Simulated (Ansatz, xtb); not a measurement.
## Ligand exchange: NaBr + SiH2(SiH3)Cl → NaCl + SiH2(SiH3)Br

Species: NaBr, singlet; SiH2(SiH3)Cl, singlet; NaCl, singlet; SiH2(SiH3)Br, singlet. The partners trade Br for Cl: Na–Br and Si–Cl bonds give way to Na–Cl and Si–Br.

Shapes, held fixed at every level: PBE0-D4/def2-TZVP. Programs: Ansatz 0.2.0, xtb 6.7.1. The zero-point and thermal change to 298 K, harmonic and unscaled (PBE0-D4/def2-TZVP), is -0.6 kJ/mol.

| level | kind | ΔH(298 K) (kJ/mol) | less CCSD(T)/def2-TZVPP | CPU time (sum over the molecules) |
| --- | --- | --- | --- | --- |
| GFN2-xTB | semi-empirical | +36.7 | +14.6 | 0.19 s |
| SPW92/def2-TZVPP | LDA | +20.9 | -1.2 | 7.3 s |
| PBE0-D4/def2-TZVPP | global hybrid | +21.8 | -0.3 | 15 s |
| wB97M-V/def2-TZVPP | range-separated hybrid | +22.9 | +0.8 | 55 s |
| wB97X-V/def2-TZVPP | range-separated hybrid | +22.7 | +0.6 | 42 s |
| MP2/def2-TZVPP | perturbation theory | +21.2 | -0.9 | – |
| CCSD(T)/def2-SVP | coupled cluster or CI | +27.4 | +5.3 | 14 s |
| CCSD(T)/def2-TZVPP | coupled cluster or CI | +22.1 | 0.0 | 4 min |

The highest level, CCSD(T)/def2-TZVPP, gives ΔH(298 K) = +22.1 kJ/mol; the levels span +20.9 to +36.7. The column of differences is taken from that level and isn't an error. No measured value is set beside it here. Relativity is left out for Br. Outer-core shells of Br, Na are correlated, in sets that cover them unevenly. Times are processor times on shared x86 and Arm servers, and rough.

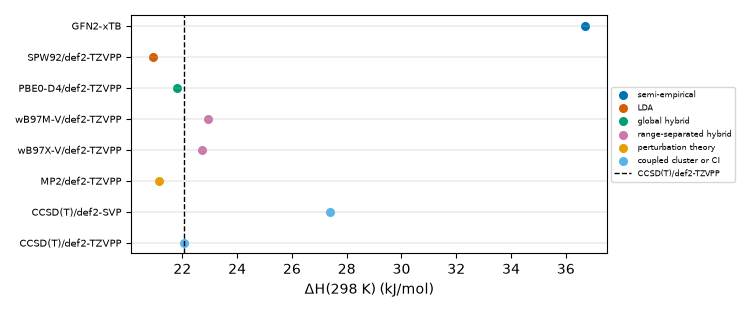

The values of the table, level by level.
